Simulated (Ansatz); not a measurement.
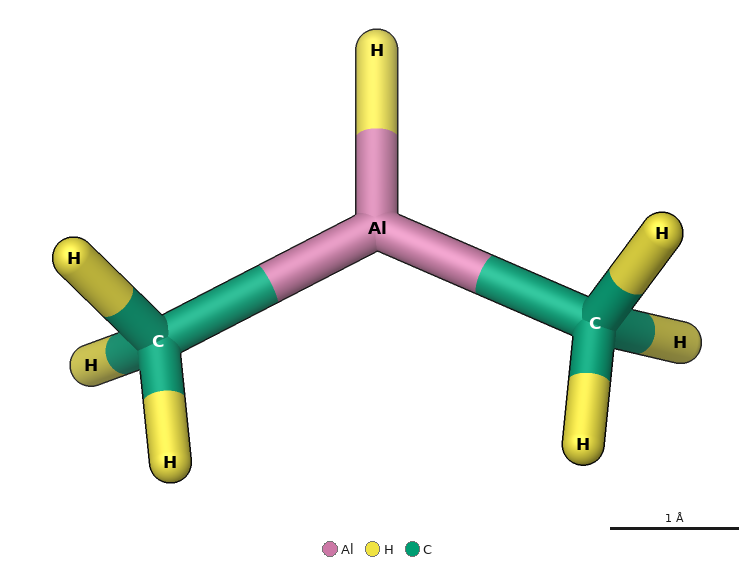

The picture shows the input geometry.

Ansatz 0.2.0 input:

```yaml
crystal:
  periodic: [false, false, false]
  atoms:
    - {symbol: Al, position_ang: [0.387252, -0.709289, -0.344540]}
    - {symbol: H, position_ang: [1.854386, -0.733186, -0.970119]}
    - {symbol: C, position_ang: [0.180278, -1.088437, 1.561058]}
    - {symbol: C, position_ang: [-1.120376, -0.303284, -1.519323]}
    - {symbol: H, position_ang: [0.765875, -0.384345, 2.162723]}
    - {symbol: H, position_ang: [-0.856011, -1.041232, 1.904252]}
    - {symbol: H, position_ang: [0.568126, -2.084687, 1.801758]}
    - {symbol: H, position_ang: [-1.172495, -1.021272, -2.345468]}
    - {symbol: H, position_ang: [-2.085651, -0.311308, -1.007382]}
    - {symbol: H, position_ang: [-0.995204, 0.681212, -1.983987]}
basis:
  gaussian: {orbitals: def2-TZVPP}
hamiltonian: {xc: {name: B97M-V}}
```

Command:

```sh
ansatz run in.yaml --threads 4 --pin off --events-out ev --progress --plain --max-ram 9574MiB
```

What the program printed:

```
Functional definition: B97M-V
  name "B97M-V"
  cite "Mardirossian & Head-Gordon, J. Chem. Phys. 142, 074111 (2015) doi:10.1063/1.4907719"
  cite "Becke, J. Chem. Phys. 107, 8554 (1997) doi:10.1063/1.475007"
  cite "Vydrov & Van Voorhis, J. Chem. Phys. 133, 244103 (2010) doi:10.1063/1.3521275"
  # Of w^i u^j: cxij and so on, Table III.
  parameter cx00 = 1.000
  parameter cx01 = 1.308
  parameter cx02 = 1.901
  parameter cx10 = 0.416
  parameter cx11 = 3.070
  parameter css00 = 1.000
  parameter css02 = -1.855
  parameter css10 = -5.668
  parameter css32 = -20.497
  parameter css42 = -20.364
  parameter cos00 = 1.000
  parameter cos01 = 1.573
  parameter cos03 = -6.298
  parameter cos10 = 2.535
  parameter cos32 = -6.427
  parameter b = 6.0
  parameter c = 0.01
  gx(w, u) = cx00 + cx01*u + cx02*u^2 + (cx10 + cx11*u)*w
  gss(w, u) = css00 + css02*u^2 + css10*w + (css32*w^3 + css42*w^4)*u^2
  gos(w, u) = cos00 + cos01*u + cos03*u^3 + cos10*w + cos32*w^3*u^2
  exchange = spin_sum(e_x_unif_s*gx(b97_w, b97_u_x))
  correlation = spin_sum(e_c_pw_mod_same_spin*gss(b97_w, b97_u_same))
      + integral(e_c_pw_mod_opposite_spin*gos(b97_w_opposite, b97_u_opposite)) + vv10(b, c)
1042 factors; their error is unknown
mean field evaluation 1: about -8771.6883 eV, gradient 7.5e1 eV
mean field evaluation 2: about -8760.0885 eV, gradient 9.1e1 eV
mean field evaluation 4: about -8784.9199 eV, gradient 2.8e0 eV
mean field evaluation 8: about -8784.9523 eV, gradient 3.4e-2 eV
mean field evaluation 16: about -8784.9331 eV, gradient 1.4e-4 eV
mean field -8784.93307596 eV, -322.8403359000 hartree, gradient 3.5e-5 eV, S^2 0.000000; 0 other end points of the search recorded, 0 dependent functions left out
reference -8784.93314124 eV, -322.8403382991 hartree; 16, 16 occupied and 186, 186 virtual orbitals, 1042 factors
Total energy: -8784.93314124 eV, -322.8403382991 hartree
```
